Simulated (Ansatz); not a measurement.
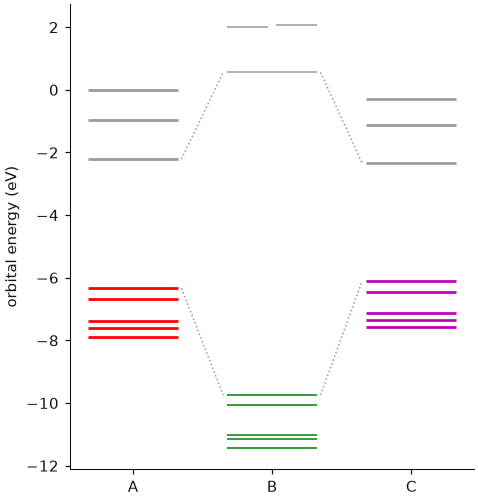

Frontier orbital energies of C₂H₈N₂W, SMILES [CH3][W]([CH3])(=[NH])=[NH], singlet at one geometry, def2-TZVPP, the Ansatz code 0.2.0, at a PBE0-D4/def2-TZVP geometry (a minimum by its frequencies). Empty levels are grey, levels within 0.1 eV stand side by side; all columns show the same few orbitals around the gap. Dotted lines join the HOMOs and the LUMOs.

Question: The columns come from PBE, r2SCAN and ωB97X-V. Which is which?

Answer: A: r2SCAN (HOMO −6.34, LUMO −2.21, separation 4.13 eV)
B: ωB97X-V (HOMO −9.74, LUMO 0.56, separation 10.30 eV)
C: PBE (HOMO −6.10, LUMO −2.35, separation 3.75 eV)

Limits of at least one run: core potentials past krypton; empty levels above zero depend strongly on the basis; spin-orbit coupling is left out, and with W it can shift these levels and split any degenerate set.
